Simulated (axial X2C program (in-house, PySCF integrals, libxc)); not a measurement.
# All-electron X2C curves of MoB

What are the state, bond length, wavenumber and bond energy of MoB, and what does spin–orbit coupling change?

Computed with an in-house X2C program for linear molecules on PySCF integrals. Level: all-electron X2C, Mo dyall-cv3z, B dyall-v3z.

All values are calculated.

### Step 1. The job

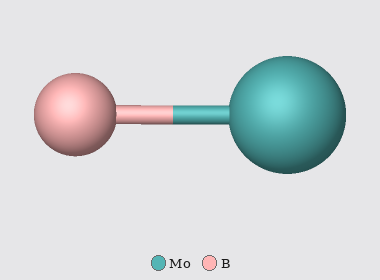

The two atoms at 2.230 Å (molybdenum teal, boron pink).

Contents of task.json:

```json
{"zs": [42, 5], "q": 0, "bas": ["dyall-cv3z", "dyall-v3z"], "levels": ["PBE0", "HF", "PBE50"], "cc": true, "r0": 2.23, "thr": -2.0, "nmax": 110, "npts": 10, "nst": 2, "ntry": 8}
```

Keys: zs atomic numbers; q charge; bas basis sets; levels methods (HF also brings MP2); cc coupled cluster on or off; r0 starting distance in Å; thr threshold in hartree for freezing inner shells (an s shell follows its p shell); nmax most natural virtual spinors; npts points asked for on the curve; nst determinants followed; ntry starts of the search.

Started as:

```bash
python so2c.py task.json out
```

Spin-free means the one-electron spin-free X2C Hamiltonian; two-component (2c) means X2C with spin–orbit coupling and atomic mean-field two-electron Coulomb and Gaunt terms. Basis: Mo dyall-cv3z contracted to [11s12p9d5f3g], B dyall-v3z contracted to [7s6p2d1f]; Gaussian nuclei, density fitting. Masses: Mo 97.905 u, B 11.009 u.

Notation: σ, π±, δ± give the projection m of an orbital's angular momentum (0, ±1, ±2), α and β its spin, Λ and M_S the sums; ω is the projection of a spinor's total angular momentum and Ω the sum. Logs are in hartree.

The results follow Hamiltonian by Hamiltonian and level by level.

### Step 2. Which state to follow

PBE0 moves the distance from 2.230 Å to 1.972 Å and compares determinants there.

Spin-free determinants:

```tsv
ΔE (eV)	state	open shells
0.00	M_S = 5/2, Λ = 1	beyond closed shells: 2 × σα, π+α, π+β, π-α, δ+α, δ-α
0.19	M_S = 3/2, Λ = 1	beyond closed shells: π+α, π+β, π-α, δ+α, δ-α
0.31	M_S = 5/2, Λ = 0	beyond closed shells: σα, π+α, π-α, δ+α, δ-α
0.34	M_S = 3/2, Λ = 0	beyond closed shells: σα, δ+α, δ-α
0.76	M_S = 3/2, Λ = 2	beyond closed shells: 2 × σα, δ+α
0.88	M_S = 3/2, Λ = 1	beyond closed shells: 2 × σα, π+α, π+β, π-β, δ+α, δ-α
1.12	M_S = 7/2, Λ = 1	beyond closed shells: 2 × σα, 2 × π+α, π-α, δ+α, δ-α
```

Two-component determinants:

```
ΔE (eV)    state                                               open shells
   0.00  Ω = 7/2                excess of +ω over −ω: 2 × ω = 1/2, ω = 5/2
   0.04  Ω = 3/2          excess of +ω over −ω: ω = 1/2, ω = -3/2, ω = 5/2
   0.20  Ω = 5/2                             excess of +ω over −ω: ω = 5/2
   0.23  Ω = 1/2         excess of +ω over −ω: ω = -1/2, ω = -3/2, ω = 5/2
   0.70  Ω = 1/2               excess of +ω over −ω: 2 × ω = -1/2, ω = 3/2
   0.80  Ω = 3/2                             excess of +ω over −ω: ω = 3/2
   0.87  Ω = 1/2  excess of +ω over −ω: 2 × ω = 1/2, 2 × ω = -3/2, ω = 5/2
```

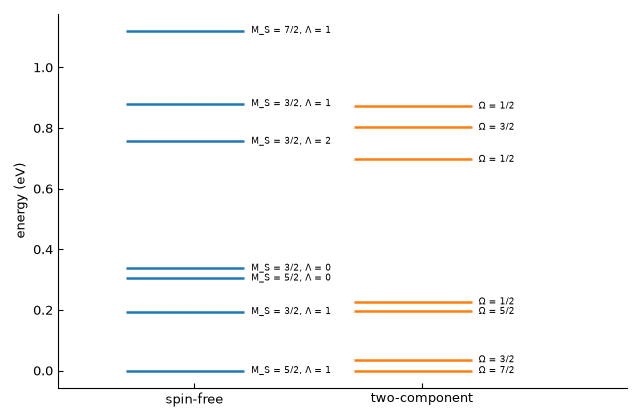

The determinants found, each set from its own lowest.

### Step 3. PBE0, spin-free

State followed: M_S = 5/2, Λ = 1 (beyond closed shells: 2 × σα, π+α, π+β, π-α, δ+α, δ-α). The scan is laid around 1.972 Å, a first estimate of the minimum, and this SCF restarts from the orbitals of the search.

Output at 1.972 Å:

```text
spin-free X2C-1e  PBE0
basis functions 196  fitting functions 947  grid points 5075
iter        total energy     max residual
   1      -4072.796265847     7.50e-06
   2      -4072.796265847     1.38e-05
converged
one-electron -5729.23506239  Coulomb 1728.52922109  exact exchange -31.59567661  xc functional -96.84729068  nuclear repulsion 56.35254275
```

Along the bond, energies from the lowest point:

| R (Å) | E (eV) | μ (D) | HOMO (eV) | LUMO (eV) | iterations |
| --- | --- | --- | --- | --- | --- |
| 1.716 | 0.7668 | -1.73 | -5.06 | -3.72 | 14 |
| 1.794 | 0.3177 | -1.95 | -5.15 | -3.46 | 14 |
| 1.854 | 0.1256 | -2.10 | -5.21 | -3.30 | 14 |
| 1.913 | 0.0274 | -2.22 | -5.26 | -3.16 | 14 |
| 1.972 | 0.0000 | -2.33 | -5.26 | -3.04 | 2 |
| 2.041 | 0.0324 | -2.45 | -5.10 | -2.92 | 14 |
| 2.110 | 0.1113 | -2.55 | -4.98 | -2.83 | 14 |
| 2.199 | 0.2532 | -2.67 | -4.86 | -2.73 | 14 |
| 2.307 | 0.4563 | -2.79 | -4.75 | -2.63 | 14 |
| 2.465 | 0.7633 | -2.91 | -4.65 | -2.51 | 13 |

Dipoles are positive if B is the positive end.

Outer orbitals at the reference distance:

| symmetry | occupied | ε (eV) | atomic character |
| --- | --- | --- | --- |
| σα | yes | -11.33 | 50% B s, 26% Mo d, 12% Mo s |
| σβ | yes | -10.23 | 53% B s, 18% Mo d, 13% Mo s |
| σα | yes | -7.01 | 49% Mo d, 29% B p, 12% B s |
| π+α | yes | -6.92 | 78% Mo d, 19% B p |
| π-α | yes | -6.92 | 78% Mo d, 19% B p |
| δ-α | yes | -6.40 | 99% Mo d |
| δ+α | yes | -6.40 | 99% Mo d |
| σα | yes | -5.31 | 50% Mo s, 31% B p, 9% Mo d |
| π+β | yes | -5.26 | 48% Mo d, 45% B p, 3% Mo p |
| π-β | no | -3.04 | 46% Mo d, 46% B p, 4% Mo p |
| σβ | no | -2.42 | 42% B p, 33% Mo d, 14% Mo p |
| π-α | no | -1.83 | 50% Mo p, 36% B p, 11% Mo d |
| π+α | no | -1.83 | 50% Mo p, 36% B p, 11% Mo d |

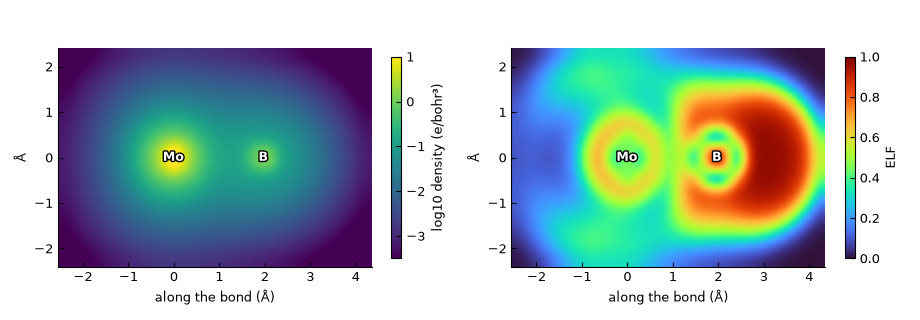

PBE0 fields in a plane through the axis, from a grid of 0.3 Å; Mo lies at z = 0 and B at z = 1.972 Å; the ELF is damped to zero where the density is low.

Re = 1.970 Å, ωe = 639 cm⁻¹, ωexe = 7.01 cm⁻¹, Be = 0.4388 cm⁻¹, De = 2.07 eV, μ = -2.33 D.

### Step 4. HF, spin-free

Output at 1.972 Å:

```text
spin-free X2C-1e  HF
basis functions 196  fitting functions 947  grid points 5075
iter        total energy     max residual
   1      -4070.736004999     3.34e-01
   2      -4070.761378364     1.40e-02
   3      -4070.767116139     1.87e-02
   4      -4070.770112213     1.39e-02
   5      -4070.774215066     1.24e-02
   6      -4070.778435690     3.12e-03
   7      -4070.778591284     1.30e-03
   8      -4070.778646443     6.47e-04
   9      -4070.778667517     2.25e-04
  10      -4070.778670317     1.28e-04
  11      -4070.778671228     5.64e-05
  12      -4070.778671492     2.55e-05
  13      -4070.778671532     6.33e-06
  14      -4070.778671535     2.31e-06
  15      -4070.778671535     9.10e-07
converged
one-electron -5728.66567916  Coulomb 1728.07471137  exact exchange -126.54024649  xc functional 0.00000000  nuclear repulsion 56.35254275
```

No constants are quoted: too few points lie around the minimum for a second fit to confirm the first.

### Step 5. PBE50, spin-free

The SCF at the reference distance of 1.972 Å:

```text
spin-free X2C-1e  PBE50
basis functions 196  fitting functions 947  grid points 5075
iter        total energy     max residual
   1      -4072.854603278     1.12e-01
   2      -4072.857959975     5.03e-03
   3      -4072.858381188     4.38e-03
   4      -4072.858601161     4.16e-03
   5      -4072.858826758     2.25e-03
   6      -4072.859013340     2.11e-03
   7      -4072.859203106     5.28e-04
   8      -4072.859214061     2.04e-04
   9      -4072.859214721     5.84e-05
  10      -4072.859214907     3.13e-05
  11      -4072.859214966     6.97e-06
  12      -4072.859214970     2.02e-06
  13      -4072.859214970     5.44e-07
converged
one-electron -5729.51287194  Coulomb 1728.85508390  exact exchange -63.22703959  xc functional -65.32693008  nuclear repulsion 56.35254275
```

Re = 2.012 Å, ωe = 526 cm⁻¹, ωexe = 3.82 cm⁻¹, Be = 0.4209 cm⁻¹, De = 1.63 eV, μ = -2.74 D.

### Step 6. Correlated methods, spin-free

Correlated methods: 17 electrons correlated (frozen shells, counted by type: Mo 3 s, 2 p, 1 d; B 1 s), 271 virtual spinors in MP2, 110 natural virtuals in coupled cluster.

Output of the correlated part at 1.972 Å:

```text
correlated 17  virtual 271  natural virtual 110  E(MP2) -0.487241924  MP2 remainder -0.020868073
iter   CCSD correlation   residual
   1     -0.463023306   1.61e-01
   2     -0.477367523   8.52e-02
   3     -0.484768381   5.39e-02
   4     -0.487100005   3.08e-02
   5     -0.488923421   1.61e-02
   6     -0.489521884   7.60e-03
   7     -0.489645294   3.27e-03
   8     -0.489699422   1.61e-03
   9     -0.489675083   8.10e-04
  10     -0.489697778   3.75e-04
  11     -0.489691777   1.66e-04
  12     -0.489694480   7.88e-05
  13     -0.489694209   3.71e-05
  14     -0.489694543   1.96e-05
  15     -0.489695018   9.92e-06
  16     -0.489695203   4.45e-06
  17     -0.489695254   2.06e-06
  18     -0.489695302   9.98e-07
  19     -0.489695301   4.71e-07
(T) -0.023624080  T1 0.0730  D1 0.2039  max T2 0.069
```

T1 in the output is the amplitude norm over the root of the electron number; divide by √2 for the Lee–Taylor value.

MP2: No constants are quoted: the reference is strongly spin-contaminated.

CCSD: Re = 1.979 Å, ωe = 594 cm⁻¹, ωexe = 7.5 cm⁻¹, Be = 0.435 cm⁻¹, De = 1.50 eV. T1 at Re = 0.051 (Lee–Taylor, the printed value over √2).

CCSD(T): Re = 1.956 Å, ωe = 658 cm⁻¹, ωexe = 7.74 cm⁻¹, Be = 0.445 cm⁻¹, De = 1.79 eV. T1 at Re = 0.052 (Lee–Taylor, the printed value over √2).

### Step 7. A higher determinant, spin-free

State: M_S = 3/2, Λ = 1 (beyond closed shells: π+α, π+β, π-α, δ+α, δ-α).

Output at the reference distance:

```text
spin-free X2C-1e  PBE0
basis functions 196  fitting functions 947  grid points 5075
iter        total energy     max residual
   1      -4072.789116124     2.95e-05
   2      -4072.789116142     7.73e-05
   3      -4072.789116201     1.44e-05
   4      -4072.789116216     8.33e-06
   5      -4072.789116224     3.47e-06
   6      -4072.789116225     1.82e-06
converged
one-electron -5730.35012382  Coulomb 1729.68007363  exact exchange -31.60062819  xc functional -96.87098060  nuclear repulsion 56.35254275
```

```
R (Å)  E above the lowest PBE0 point (eV)
1.716                               0.577
1.794                               0.288
1.854                               0.189
1.913                               0.165
1.972                               0.195
2.041                               0.277
2.110                               0.393
2.199                               0.574
2.307                               0.820
```

Re = 1.907 Å, ωe = 662 cm⁻¹, ωexe = 6.21 cm⁻¹, Be = 0.4686 cm⁻¹, μ = -3.96 D. ⟨S²⟩ = 4.63 against 3.75 for a pure state, so this determinant mixes spins. Te = 0.16 eV. As a difference of two determinants it need not be a gap between pure terms.

### Step 8. The spin-free curves together

Energy (eV) of the followed determinant, spin-free, from each level's lowest point:

```
R (Å)   PBE0     HF  MP2 (spin-contaminated)   CCSD  CCSD(T)  PBE50
1.716  0.767  1.755                    0.407    n/a      n/a  0.798
1.794  0.318  1.159                    0.133  0.320    0.282  0.360
1.854  0.126  0.823                    0.037  0.130    0.100  0.166
1.913  0.027  0.563                    0.000  0.032    0.015  0.055
1.972  0.000  0.365                    0.002  0.000    0.000  0.004
2.041  0.032  0.199                    0.039  0.022    0.046  0.000
2.110  0.111  0.091                    0.103  0.084    0.135  0.037
2.199  0.253  0.018                    0.212  0.201    0.285  0.126
2.307  0.456  0.000                    0.371    n/a      n/a  0.272
2.465  0.763  0.055                    0.616    n/a      n/a  0.516
```

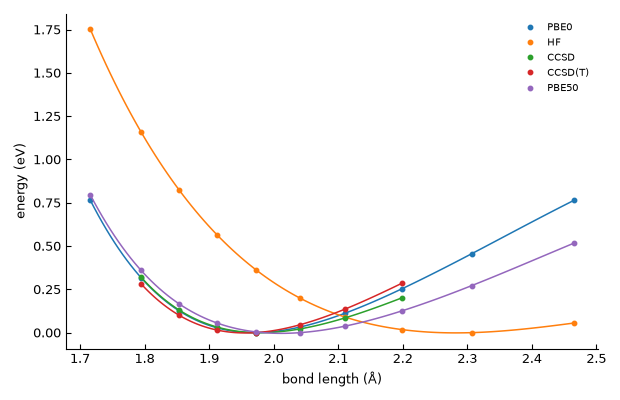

Curves of the followed state, spin-free, each from its own lowest point. Left out: MP2.

### Step 9. PBE0, 2c

State followed: Ω = 7/2 (excess of +ω over −ω: 2 × ω = 1/2, ω = 5/2). The scan is laid around 1.972 Å, a first estimate of the minimum, and this SCF restarts from the orbitals of the search.

The SCF at the reference distance of 1.972 Å:

```text
two-component X2C + atomic mean field  PBE0
basis functions 196  fitting functions 947  grid points 5075
iter        total energy     max residual
   1      -4071.191939159     1.09e-05
   2      -4071.191939179     7.97e-06
   3      -4071.191939185     6.19e-06
   4      -4071.191939191     9.34e-06
   5      -4071.191939192     2.56e-06
converged
one-electron -5724.96398314  Coulomb 1727.70121633  exact exchange -31.58039607  xc functional -96.80179817  nuclear repulsion 56.35254275  atomic mean-field constant -1.89952089
```

Along the bond, energies from the lowest point:

```csv
R (Å),E (eV),μ (D),HOMO (eV),LUMO (eV),iterations
1.716,0.7480,-1.74,-5.06,-3.70,18
1.794,0.3087,-1.95,-5.14,-3.44,17
1.854,0.1202,-2.09,-5.20,-3.28,17
1.913,0.0249,-2.21,-5.26,-3.14,17
1.972,0.0000,-2.32,-5.27,-3.02,5
2.041,0.0350,-2.44,-5.12,-2.91,15
2.110,0.1162,-2.54,-4.99,-2.82,14
2.199,0.2607,-2.66,-4.86,-2.72,14
2.307,0.4663,-2.78,-4.76,-2.62,14
2.465,0.7759,-2.90,-4.66,-2.50,13
```

Dipoles are positive if B is the positive end.

Outer spinors at the reference distance:

| ω | occupied | ε (eV) | atomic character | λ mixture |
| --- | --- | --- | --- | --- |
| 1/2 | yes | -11.33 | 50% B s, 26% Mo d, 12% Mo s | 100% σ |
| -1/2 | yes | -10.22 | 53% B s, 18% Mo d, 13% Mo s | 100% σ |
| 1/2 | yes | -7.01 | 49% Mo d, 29% B p, 12% B s | 100% σ |
| -1/2 | yes | -6.94 | 78% Mo d, 19% B p | 100% π |
| 3/2 | yes | -6.88 | 77% Mo d, 19% B p | 100% π |
| -3/2 | yes | -6.48 | 99% Mo d | 100% δ |
| 5/2 | yes | -6.32 | 99% Mo d | 100% δ |
| 1/2 | yes | -5.32 | 38% Mo s, 34% B p, 18% Mo d | 76% σ, 24% π |
| 1/2 | yes | -5.27 | 41% B p, 39% Mo d, 12% Mo s | 76% π, 24% σ |
| -3/2 | no | -3.02 | 46% Mo d, 46% B p, 4% Mo p | 100% π |
| -1/2 | no | -2.42 | 41% B p, 33% Mo d, 14% Mo p | 100% σ |
| -1/2 | no | -1.86 | 50% Mo p, 36% B p, 11% Mo d | 100% π |
| 3/2 | no | -1.79 | 50% Mo p, 36% B p, 12% Mo d | 100% π |

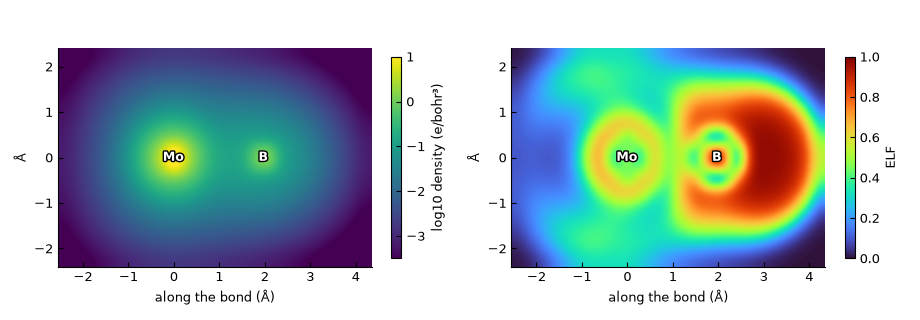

PBE0 fields in a plane through the axis, from a grid of 0.3 Å; Mo lies at z = 0 and B at z = 1.972 Å; the ELF is damped to zero where the density is low.

Re = 1.968 Å, ωe = 642 cm⁻¹, ωexe = 7.06 cm⁻¹, Be = 0.4399 cm⁻¹, De = 2.09 eV, μ = -2.32 D.

### Step 10. HF, 2c

Output at 1.972 Å:

```text
two-component X2C + atomic mean field  HF
basis functions 196  fitting functions 947  grid points 5075
iter        total energy     max residual
   1      -4069.131329228     3.34e-01
   2      -4069.156668914     1.39e-02
   3      -4069.162386947     1.88e-02
   4      -4069.165398839     1.40e-02
   5      -4069.169531372     1.27e-02
   6      -4069.174005468     3.37e-03
   7      -4069.174183770     1.38e-03
   8      -4069.174243987     7.00e-04
   9      -4069.174268876     2.17e-04
  10      -4069.174273192     1.35e-04
  11      -4069.174275107     9.78e-05
  12      -4069.174276003     6.24e-05
  13      -4069.174276319     3.47e-05
  14      -4069.174276432     1.76e-05
  15      -4069.174276474     8.91e-06
  16      -4069.174276488     2.97e-06
  17      -4069.174276490     1.78e-06
converged
one-electron -5724.38627784  Coulomb 1727.23896365  exact exchange -126.47998416  xc functional 0.00000000  nuclear repulsion 56.35254275  atomic mean-field constant -1.89952089
```

No constants are quoted: too few points lie around the minimum for a second fit to confirm the first.

### Step 11. PBE50, 2c

Output at 1.972 Å:

```text
two-component X2C + atomic mean field  PBE50
basis functions 196  fitting functions 947  grid points 5075
iter        total energy     max residual
   1      -4071.250196530     1.12e-01
   2      -4071.253549481     5.05e-03
   3      -4071.253962966     4.50e-03
   4      -4071.254188706     4.17e-03
   5      -4071.254416553     2.29e-03
   6      -4071.254607220     2.14e-03
   7      -4071.254810786     5.53e-04
   8      -4071.254823654     2.20e-04
   9      -4071.254824501     6.17e-05
  10      -4071.254824775     3.16e-05
  11      -4071.254824891     1.53e-05
  12      -4071.254824910     1.02e-05
  13      -4071.254824918     6.30e-06
  14      -4071.254824922     1.98e-06
  15      -4071.254824922     4.29e-07
converged
one-electron -5725.24015571  Coulomb 1728.02556686  exact exchange -63.19660259  xc functional -65.29665534  nuclear repulsion 56.35254275  atomic mean-field constant -1.89952089
```

Re = 2.008 Å, ωe = 528 cm⁻¹, ωexe = 3.89 cm⁻¹, Be = 0.4224 cm⁻¹, De = 1.64 eV, μ = -2.73 D.

### Step 12. MP2 and beyond, 2c

Correlated methods: 17 electrons correlated (frozen shells, counted by type: Mo 3 s, 2 p, 1 d; B 1 s), 271 virtual spinors in MP2, 110 natural virtuals in coupled cluster.

Output of the correlated part at 1.972 Å:

```text
correlated 17  virtual 271  natural virtual 110  E(MP2) -0.487472459  MP2 remainder -0.020875542
iter   CCSD correlation   residual
   1     -0.463170322   1.62e-01
   2     -0.477531317   8.53e-02
   3     -0.484959017   5.40e-02
   4     -0.487315377   3.09e-02
   5     -0.489163860   1.62e-02
   6     -0.489772856   7.69e-03
   7     -0.489899301   3.33e-03
   8     -0.489956087   1.67e-03
   9     -0.489929884   8.64e-04
  10     -0.489953646   4.34e-04
  11     -0.489946689   2.37e-04
  12     -0.489949637   1.53e-04
  13     -0.489948373   1.07e-04
  14     -0.489948662   7.53e-05
  15     -0.489950028   4.55e-05
  16     -0.489950722   2.31e-05
  17     -0.489950962   1.19e-05
  18     -0.489951266   6.48e-06
  19     -0.489951263   3.13e-06
(T) -0.023672121  T1 0.0735  D1 0.2056  max T2 0.069
```

MP2: No constants are quoted: the reference is strongly spin-contaminated.

CCSD: Re = 1.976 Å, ωe = 597 cm⁻¹, ωexe = 7.28 cm⁻¹, Be = 0.4362 cm⁻¹, De = 1.52 eV. T1 at Re = 0.052 (Lee–Taylor, the printed value over √2).

CCSD(T): Re = 1.954 Å, ωe = 660 cm⁻¹, ωexe = 7.47 cm⁻¹, Be = 0.4461 cm⁻¹, De = 1.81 eV. T1 at Re = 0.052 (Lee–Taylor, the printed value over √2).

### Step 13. A higher determinant, 2c

State: Ω = 3/2 (excess of +ω over −ω: ω = 1/2, ω = -3/2, ω = 5/2).

Output at the reference distance:

```text
two-component X2C + atomic mean field  PBE0
basis functions 196  fitting functions 947  grid points 5075
iter        total energy     max residual
   1      -4071.190633088     5.43e-06
   2      -4071.190633091     5.39e-06
   3      -4071.190633091     4.03e-06
converged
one-electron -5724.94280577  Coulomb 1727.68232990  exact exchange -31.58090187  xc functional -96.80227722  nuclear repulsion 56.35254275  atomic mean-field constant -1.89952089
```

```csv
R (Å),E above the lowest PBE0 point (eV)
1.716,0.189
1.794,0.082
1.854,0.110
1.913,0.064
1.972,0.036
2.041,0.067
2.110,0.144
2.199,0.283
2.307,0.484
```

No constants are quoted: the dipole of the solution doesn't run smoothly along the scan, a sign that its character may change, so the fit is set aside.

### Step 14. The 2c curves together

Energy (eV) of the followed determinant, 2c, from each level's lowest point:

| R (Å) | PBE0 | HF | MP2 (spin-contaminated) | CCSD | CCSD(T) | PBE50 |
| --- | --- | --- | --- | --- | --- | --- |
| 1.716 | 0.748 | 1.737 | 0.394 | n/a | n/a | 0.780 |
| 1.794 | 0.309 | 1.146 | 0.126 | 0.313 | 0.275 | 0.348 |
| 1.854 | 0.120 | 0.813 | 0.034 | 0.125 | 0.095 | 0.158 |
| 1.913 | 0.025 | 0.555 | 0.000 | 0.030 | 0.012 | 0.050 |
| 1.972 | 0.000 | 0.359 | 0.004 | 0.000 | 0.000 | 0.002 |
| 2.041 | 0.035 | 0.195 | 0.044 | 0.024 | 0.048 | 0.000 |
| 2.110 | 0.116 | 0.088 | 0.109 | 0.089 | 0.139 | 0.039 |
| 2.199 | 0.261 | 0.016 | 0.221 | 0.207 | 0.292 | 0.130 |
| 2.307 | 0.466 | 0.000 | 0.381 | n/a | n/a | 0.278 |
| 2.465 | 0.776 | 0.056 | 0.628 | n/a | n/a | 0.524 |

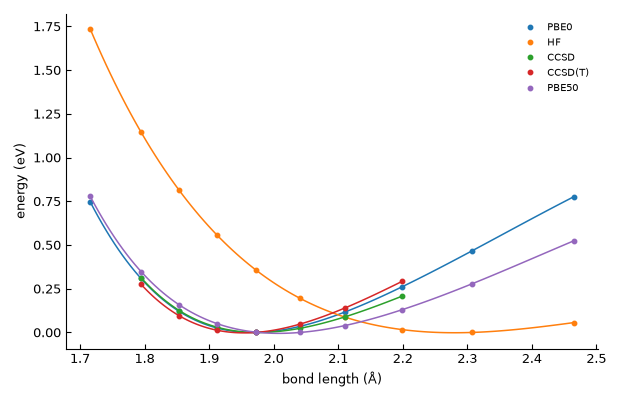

Curves of the followed state, 2c, each from its own lowest point. Left out: MP2.

The whole job took 7.9 min on 1 thread of Arm Neoverse V1, shared host; peak memory 1.6 GiB.

### Step 15. Results

Lowest determinant that the search found at its distance, spin-free: M_S = 5/2, Λ = 1 (beyond closed shells: 2 × σα, π+α, π+β, π-α, δ+α, δ-α).

Lowest determinant that the search found at its distance, 2c: Ω = 7/2 (excess of +ω over −ω: 2 × ω = 1/2, ω = 5/2).

```
Hamiltonian    level  Re (Å)  ωe (cm⁻¹)  De (eV)  μ (D)
  spin-free     PBE0   1.970        639     2.07  -2.33
  spin-free     CCSD   1.979        594     1.50    n/a
  spin-free  CCSD(T)   1.956        658     1.79    n/a
  spin-free    PBE50   2.012        526     1.63  -2.74
         2c     PBE0   1.968        642     2.09  -2.32
         2c     CCSD   1.976        597     1.52    n/a
         2c  CCSD(T)   1.954        660     1.81    n/a
         2c    PBE50   2.008        528     1.64  -2.73
```

Dipoles are positive if B is the positive end. No constants: spin-free HF (too few points lie around the minimum for a second fit to confirm the first); spin-free MP2 (the reference is strongly spin-contaminated); 2c HF (too few points lie around the minimum for a second fit to confirm the first); 2c MP2 (the reference is strongly spin-contaminated).

Time per point (s) on 1 thread of Arm Neoverse V1, shared host (2c runs; CCSD comes with the CCSD(T) run); the times are rough: PBE0 0.93, CCSD(T) 23, PBE50 0.98.

In words: At CCSD(T), going from spin-free to two-component changes Re by -2 mÅ, ωe by +0.4 %, which is small (part of it comes from the scalar share of the two-electron terms). De moves by +0.01 eV; both De rest on single-determinant atoms, which can miss part of an open shell's spin–orbit lowering.

De refers to Mo + B, each in the lowest determinant found, which need not be this curve's own limit. Each curve is one determinant whose occupation by symmetry is held fixed; it was picked as the lowest of a PBE0 search that is not exhaustive. De is counted from the lowest determinant-based energies of the atoms at the same level, without counterpoise correction. Density functionals use the spin component along the axis (collinear). Coupled cluster ran in a truncated set of natural virtual spinors; the MP2 energy of the rest was added. With several unpaired electrons one determinant need not be a pure state. The spin-free determinant is spin-contaminated at some levels. T1 at Re is 0.052 (Lee–Taylor), above the customary mark of 0.02.
